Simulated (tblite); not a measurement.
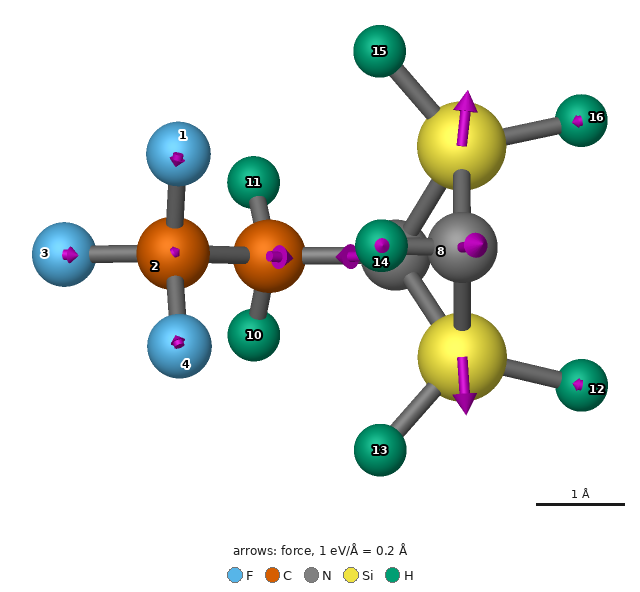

Starting geometry of C2H7F3N2Si2 with the computed forces as purple arrows. A ball-and-stick model, seen at a tilt.

These are results of tblite 0.8.0, GFN2-xTB geometry optimisation, gas phase, not measurements. 

**Is this structure relaxed? If not, where do the atoms go?**

It isn't relaxed: the largest force vector, on an N atom, is 4.77 eV/Å. The final displacements have little in common with the starting forces (cosine between the two patterns 0.04). The atom that moves furthest after the best rigid fit is an H atom (2.35 Å). By element the largest moves are H 2.35 Å, N 0.72 Å, F 0.61 Å, C 0.41 Å, Si 0.35 Å. Near-neighbour distances that change, for instance: Si–Si 2.407 → 2.625 Å, C–N 1.483 → 1.414 Å, N–Si 1.709 → 1.751 Å, C–F 1.361 → 1.340 Å. Bond angles that change, for instance: Si–N–H 106.5° → 130.9°, Si–N–H 107.0° → 131.0°, Si–Si–H 101.9° → 124.2°. The energy falls by 160.5 kJ/mol in 80 geometry steps. Cost: 1.1 s on 1 thread of Arm Neoverse N1, on a shared host.
